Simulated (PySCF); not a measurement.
# C3H5F (SMILES C/C=C\F) at 5 levels

Wanted: a comparison of 5 runs (HF/def2-SVP, B3LYP/6-31G*, PBE0/6-31+G*, MP2/def2-TZVP) of C3H5F. 

The results are computed with PySCF 2.14.0.

## Step 1: The system as given

C3H5F: 9 atoms, total charge 0, spin state singlet. SMILES: `C/C=C\F`. Geometry: relaxed at PBE0-D4/def2-TZVP.

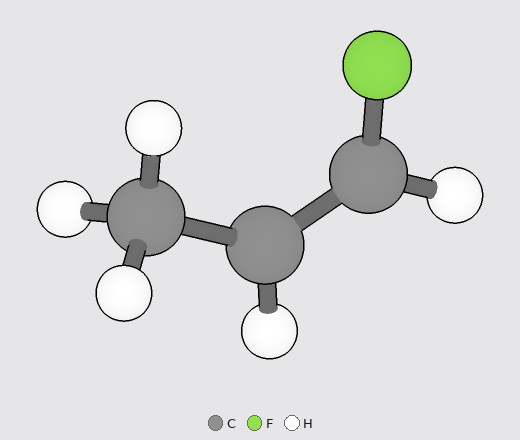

The structure, seen from a chosen angle (carbon grey, fluorine green, hydrogen white).

## Step 2: Energy and forces at HF/def2-SVP (run 1)

Contents of run.py:

```python
# CC=CF
import pyscf.grad
from pyscf import gto, scf

system = gto.Mole()
system.atom = [
    ('C', (-0.394900, 0.599500, -0.891900)),
    ('C', (-0.389600, -0.312600, 0.284500)),
    ('C', (0.660400, -0.601200, 1.030700)),
    ('F', (1.875400, -0.083100, 0.795500)),
    ('H', (-0.721500, 0.071600, -1.792600)),
    ('H', (-1.092100, 1.428500, -0.739000)),
    ('H', (0.594900, 1.015100, -1.078800)),
    ('H', (-1.317700, -0.794400, 0.574300)),
    ('H', (0.659000, -1.265800, 1.886100)),
]
system.max_memory = 1860
system.verbose = 3
system.basis = 'def2-svp'
system.build()

mf = scf.RHF(system)
mf.conv_tol = 1e-10
mf.kernel()
if not mf.converged:
    mf = mf.newton().run(mf.mo_coeff, mf.mo_occ)

e_tot = mf.e_tot
print('E = %.10f Eh' % e_tot)
grad = mf.Gradients().kernel()
mf.analyze()
```

On the command line:

```console
$ OMP_NUM_THREADS=1 python run.py
```

The program printed:

```text
converged SCF energy = -215.759555254218
[... 13 lines left out ...]
MO #4   energy= -11.2331430703021  occ= 2
[... 6 lines left out ...]
MO #11  energy= -0.6635668883426   occ= 2
[... 6 lines left out ...]
MO #18  energy= 0.187684797761394  occ= 0
[... 6 lines left out ...]
MO #25  energy= 0.528037985445134  occ= 0
[... 6 lines left out ...]
MO #32  energy= 0.796017772910096  occ= 0
[... 6 lines left out ...]
MO #39  energy= 0.948074308258935  occ= 0
[... 6 lines left out ...]
MO #46  energy= 1.51461472084498   occ= 0
[... 6 lines left out ...]
MO #53  energy= 1.97192124874806   occ= 0
[... 6 lines left out ...]
MO #60  energy= 2.1834547117548    occ= 0
[... 6 lines left out ...]
MO #67  energy= 2.70403557313714   occ= 0
[... 6 lines left out ...]
MO #74  energy= 3.29133038818799   occ= 0
[... 6 lines left out ...]
MO #81  energy= 4.27948474055285   occ= 0
[... 10 lines left out ...]
Dipole moment(X, Y, Z, Debye): -1.60363, -0.50505,  0.08009
```

Run time: 11 s. Hardware: 1 thread of Intel Xeon at 2.50GHz (Skylake/Cascade Lake), shared host; peak memory 0.16 GiB.

## Step 3: Energy and forces at B3LYP/6-31G(d) (spherical functions) (run 2)

Contents of input.py:

```python
import pyscf.grad
from pyscf import gto, dft

mol = gto.Mole()
mol.atom = '''
C     -0.394900     0.599500    -0.891900
C     -0.389600    -0.312600     0.284500
C      0.660400    -0.601200     1.030700
F      1.875400    -0.083100     0.795500
H     -0.721500     0.071600    -1.792600
H     -1.092100     1.428500    -0.739000
H      0.594900     1.015100    -1.078800
H     -1.317700    -0.794400     0.574300
H      0.659000    -1.265800     1.886100
'''
mol.verbose = 3
mol.spin = 0
mol.basis = '6-31g*'
mol.max_memory = 1860
mol.build()

mf = dft.RKS(mol, xc='b3lyp')
mf.grids.level = 5
mf.conv_tol = 1e-10
mf.kernel()
if not mf.converged:
    mf = mf.newton().run(mf.mo_coeff, mf.mo_occ)

etot = mf.e_tot
print('Final energy', etot)
grad = mf.Gradients().kernel()
mf.analyze()
```

On the command line:

```console
$ OMP_NUM_THREADS=1 python input.py
```

The program printed:

```text
converged SCF energy = -217.135713694478
Final energy -217.13571369447817
--------------- RKS gradients ---------------
         x                y                z
0 C     0.0003744338    -0.0021687352     0.0029280854
1 C     0.0074407916     0.0025641686    -0.0006899125
2 C    -0.0012524055     0.0037090604    -0.0051272433
3 F    -0.0090051553    -0.0034255894     0.0011675441
4 H     0.0006908183     0.0007481126     0.0025880162
5 H     0.0015290823    -0.0022934229     0.0002078949
6 H    -0.0020903381    -0.0007973386     0.0002905889
7 H     0.0022636299     0.0004144483     0.0002437345
8 H     0.0000497453     0.0012495937    -0.0016044259
----------------------------------------------
**** MO energy ****
MO #1   energy= -24.6898660224223  occ= 2
MO #2   energy= -10.2500165196069  occ= 2
MO #3   energy= -10.1797026484702  occ= 2
MO #4   energy= -10.174861090361   occ= 2
MO #5   energy= -1.20859542053336  occ= 2
MO #6   energy= -0.78940024251911  occ= 2
MO #7   energy= -0.690609805513865 occ= 2
MO #8   energy= -0.575061646907236 occ= 2
MO #9   energy= -0.518093097303768 occ= 2
MO #10  energy= -0.473291209224694 occ= 2
MO #11  energy= -0.447118700796616 occ= 2
MO #12  energy= -0.409186593873524 occ= 2
MO #13  energy= -0.402230359959239 occ= 2
MO #14  energy= -0.368666563693998 occ= 2
MO #15  energy= -0.357423398409182 occ= 2
MO #16  energy= -0.24312532690536  occ= 2
MO #17  energy= 0.0353209743989851 occ= 0
MO #18  energy= 0.106664560464933  occ= 0
MO #19  energy= 0.13105116945007   occ= 0
MO #20  energy= 0.163332314844495  occ= 0
MO #21  energy= 0.170867101933167  occ= 0
MO #22  energy= 0.175522370790167  occ= 0
MO #23  energy= 0.189514873180411  occ= 0
MO #24  energy= 0.290974410444135  occ= 0
MO #25  energy= 0.399920830039046  occ= 0
MO #26  energy= 0.506147179944623  occ= 0
MO #27  energy= 0.521732058143958  occ= 0
MO #28  energy= 0.55153300333216   occ= 0
MO #29  energy= 0.597316313561669  occ= 0
MO #30  energy= 0.614980875849164  occ= 0
MO #31  energy= 0.620215565452873  occ= 0
MO #32  energy= 0.652209156117086  occ= 0
MO #33  energy= 0.736894438589184  occ= 0
MO #34  energy= 0.78323311762213   occ= 0
MO #35  energy= 0.854335161525221  occ= 0
MO #36  energy= 0.874837444650006  occ= 0
MO #37  energy= 0.890254350925792  occ= 0
MO #38  energy= 0.90463846158426   occ= 0
MO #39  energy= 0.952915356192647  occ= 0
MO #40  energy= 1.0909733693946    occ= 0
MO #41  energy= 1.09521273256761   occ= 0
MO #42  energy= 1.23186904183271   occ= 0
MO #43  energy= 1.27569343537887   occ= 0
MO #44  energy= 1.31947910833891   occ= 0
MO #45  energy= 1.37969903077166   occ= 0
MO #46  energy= 1.42033040462991   occ= 0
MO #47  energy= 1.48712774908505   occ= 0
MO #48  energy= 1.57417669753263   occ= 0
MO #49  energy= 1.7547301609428    occ= 0
MO #50  energy= 1.76499451899515   occ= 0
MO #51  energy= 1.84105346594972   occ= 0
MO #52  energy= 1.84180863395936   occ= 0
MO #53  energy= 1.88883325691139   occ= 0
MO #54  energy= 2.01678643106347   occ= 0
MO #55  energy= 2.03965358131657   occ= 0
MO #56  energy= 2.06211529613952   occ= 0
MO #57  energy= 2.17899685232385   occ= 0
MO #58  energy= 2.23997508607791   occ= 0
MO #59  energy= 2.29494674801362   occ= 0
MO #60  energy= 2.32113569564373   occ= 0
MO #61  energy= 2.42870429616541   occ= 0
MO #62  energy= 2.53237939169352   occ= 0
MO #63  energy= 2.59844801592302   occ= 0
MO #64  energy= 2.77366739656846   occ= 0
MO #65  energy= 2.92826063378395   occ= 0
MO #66  energy= 3.1491144177665    occ= 0
 ** Mulliken atomic charges  **
charge of    0C =     -0.29797
charge of    1C =     -0.14737
charge of    2C =      0.14774
charge of    3F =     -0.25864
charge of    4H =      0.10919
charge of    5H =      0.10922
charge of    6H =      0.11357
charge of    7H =      0.11281
charge of    8H =      0.11146
Dipole moment(X, Y, Z, Debye): -1.19280, -0.36148,  0.04143
```

Run time: 37 s. Hardware: 1 thread of Intel Xeon at 2.50GHz (Skylake/Cascade Lake), shared host; peak memory 0.68 GiB.

Runs 3 to 4 aren't shown in full; the table further down has their settings and results.

## Step 4: Energy and forces at MP2/def2-TZVP (run 5)

Contents of input.py:

```python
# CC=CF
from pyscf import gto, scf, mp

mol = gto.Mole()
mol.atom = '''
C     -0.746253     1.132891    -1.685447
C     -0.736237    -0.590728     0.537627
C      1.247975    -1.136103     1.947741
F      3.543992    -0.157036     1.503277
H     -1.363437     0.135304    -3.387523
H     -2.063770     2.699474    -1.396508
H      1.124198     1.918261    -2.038637
H     -2.490092    -1.501198     1.085270
H      1.245330    -2.392015     3.564212
'''
mol.verbose = 4
mol.unit = 'bohr'
mol.basis = 'def2-tzvp'
mol.max_memory = 1860
mol.build()

mf = scf.RHF(mol)
mf.conv_tol = 1e-10
mf.kernel()
if not mf.converged:
    mf = mf.newton().run(mf.mo_coeff, mf.mo_occ)

pt = mp.MP2(mf, frozen=4).run()
e_tot = pt.e_tot
print('E(%s) = %.9f' % ('MP2', e_tot))
grad = pt.nuc_grad_method().kernel()
dip = mf.dip_moment()
pop, q = mf.mulliken_pop()
```

On the command line:

```console
$ OMP_NUM_THREADS=1 python input.py
```

The program printed:

```text
PySCF version 2.14.0

[... 67 lines left out ...]
converged SCF energy = -216.013452245664
[... 17 lines left out ...]
Dipole moment(X, Y, Z, Debye): -1.55167, -0.44314,  0.01865
[... 125 lines left out ...]
pop of  4 H 1s            0.26550
pop of  4 H 2s            0.49295
pop of  4 H 3s            0.10889
pop of  4 H 2px           0.00462
pop of  4 H 2py           0.00591
pop of  4 H 2pz           0.01131
pop of  5 H 1s            0.26548
pop of  5 H 2s            0.49294
pop of  5 H 3s            0.10888
pop of  5 H 2px           0.00789
pop of  5 H 2py           0.01014
pop of  5 H 2pz           0.00381
pop of  6 H 1s            0.26620
pop of  6 H 2s            0.48685
pop of  6 H 3s            0.09214
pop of  6 H 2px           0.01286
pop of  6 H 2py           0.00533
pop of  6 H 2pz           0.00396
pop of  7 H 1s            0.26567
pop of  7 H 2s            0.49548
pop of  7 H 3s            0.08966
pop of  7 H 2px           0.01240
pop of  7 H 2py           0.00665
pop of  7 H 2pz           0.00470
pop of  8 H 1s            0.26742
pop of  8 H 2s            0.48875
pop of  8 H 3s            0.09462
pop of  8 H 2px           0.00167
pop of  8 H 2py           0.00901
pop of  8 H 2pz           0.01221
 ** Mulliken atomic charges  **
charge of    0C =     -0.26344
charge of    1C =     -0.17700
charge of    2C =      0.11561
charge of    3F =     -0.28129
charge of    4H =      0.11082
charge of    5H =      0.11086
charge of    6H =      0.13267
charge of    7H =      0.12545
charge of    8H =      0.12632
```

It took 2.8 min on 1 thread of Intel Xeon at 2.50GHz (Skylake/Cascade Lake), shared host; peak memory 1.9 GiB.

## Step 5: The series

| run | level | integration grid | Cartesian functions | energy (Eh) | dipole moment (D) of the reference | HOMO energy (eV) | LUMO energy (eV) | wall time |
| --- | --- | --- | --- | --- | --- | --- | --- | --- |
| 1 | HF/def2-SVP | – | no | -215.759555 | 1.68 | -9.96 | 4.92 | 11 s |
| 2 | B3LYP/6-31G* (spherical functions) | 5 | no | -217.135714 | 1.25 | -6.62 | 0.96 | 37 s |
| 3 | B3LYP/6-31G* (Cartesian functions) | 5 | yes | -217.139065 | 1.25 | -6.62 | 0.96 | 38 s |
| 4 | PBE0/6-31+G* (spherical functions) | 5 | no | -216.906492 | 1.53 | -7.23 | 0.48 | 53 s |
| 5 | MP2/def2-TZVP | – | no | -216.745830 | 1.61 | -9.95 | 4.01 | 2.8 min |

## Step 6: Results

```
                                          quantity          value
                               run 5: total energy  -216.74583 Eh
       run 5: dipole moment (Hartree–Fock density)         1.61 D
        run 5: HOMO energy (Hartree–Fock orbitals)       -9.95 eV
        run 5: LUMO energy (Hartree–Fock orbitals)        4.01 eV
      run 5: HOMO–LUMO gap (Hartree–Fock orbitals)       13.96 eV
run 5: correlation energy (4 core orbitals frozen)     -732.4 mEh
                   run 5: largest force on an atom     0.463 eV/Å
```

Over runs 1, 2, 3, 4 the dipole moment (its size) runs from 1.25 D (B3LYP/6-31G*) to 1.68 D (HF/def2-SVP). The two ends differ in method and basis. Over runs 1, 2, 3, 4 the HOMO–LUMO gap runs from 7.58 eV (B3LYP/6-31G*) to 14.89 eV (HF/def2-SVP). Totals of different functionals can't be ranked against each other. All runs together took 5.1 min, the longest 2.8 min.
